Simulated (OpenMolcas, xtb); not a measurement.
**BH2O2F (SMILES OB(O)F): methods side by side**

The species is BH2O2F (6 atoms), meant as a singlet with charge 0. As SMILES, `OB(O)F`. The shape is that of a PBE0-D4/def2-TZVP optimisation. This is one conformer, not always the lowest.

| atom | x (Å) | y (Å) | z (Å) |
| --- | --- | --- | --- |
| O | -0.4775 | 0.9710 | -0.2084 |
| B | -0.0238 | -0.3075 | -0.1065 |
| O | 0.9894 | -0.6352 | 0.7261 |
| F | -0.5731 | -1.2806 | -0.8332 |
| H | -1.1989 | 1.0661 | -0.8343 |
| H | 1.3260 | 0.1222 | 1.2100 |

Quantity: the HOMO–LUMO gap, in eV. The values are calculated.

```tsv
level	kind	program	value (eV)	CPU time
GFN1-xTB	semi-empirical	xtb	9.75	under 2 s
HF/def2-SVPD	Hartree–Fock	OpenMolcas	15.87	20 s
SVWN5/def2-SVPD	LDA	OpenMolcas	7.46	37 s
BLYP/def2-SVPD	GGA	OpenMolcas	7.12	50 s
TPSS/def2-SVPD	meta-GGA	OpenMolcas	7.52	67 s
PBE0/def2-SVPD	global hybrid	OpenMolcas	9.72	50 s
B2PLYP/def2-SVPD	double hybrid	OpenMolcas	11.97	44 s
```

The values span 7.12 to 15.87 eV. Orbital gaps aren't excitation energies, and those of double hybrids come from the SCF part alone; they tend to grow with the share of exact exchange. Times are those of the runs behind each value, whatever else they computed, on shared processors of several kinds: orders of magnitude only.

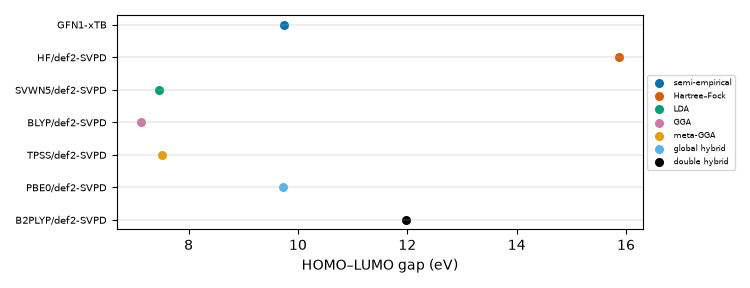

The values of the table, level by level.
